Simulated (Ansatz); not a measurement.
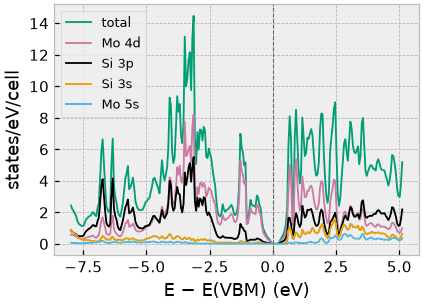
Fig. 1. Total and projected density of states of Si2Mo in space group P6_222 (No. 180; Si on 6j, Mo on 3d), r²SCAN (plane waves, PAW; program Ansatz)

Which orbitals carry the states next to the gap?

Top 1 eV of the valence band: Mo 4d 80 %, Si 3p 12 %. Bottom 1 eV of the conduction band: Mo 4d 60 %, Si 3p 24 %, Si 3s 11 %. Projections are on Löwdin-orthogonalised atomic valence shells; empty p or d shells of many metals are not among them.

Where is the tallest occupied peak in this window, and what makes it?

Near -3.1 eV, about 14 states/eV per cell; the largest projected share is Mo 4d.

The workflow started from a Materials Project entry (that database holds measured and hypothetical structures alike); the Crystallography Open Database copy checked does not list it. It is not the phase usual at ambient conditions (space group No. 139). Symmetry was held in the r²SCAN relaxation; its stability against distortions is not shown here. No spin polarisation was allowed. Scalar-relativistic: spin–orbit coupling is off unless named, which matters more the heavier the elements.

Potentials: the later of the program's two PAW sets.
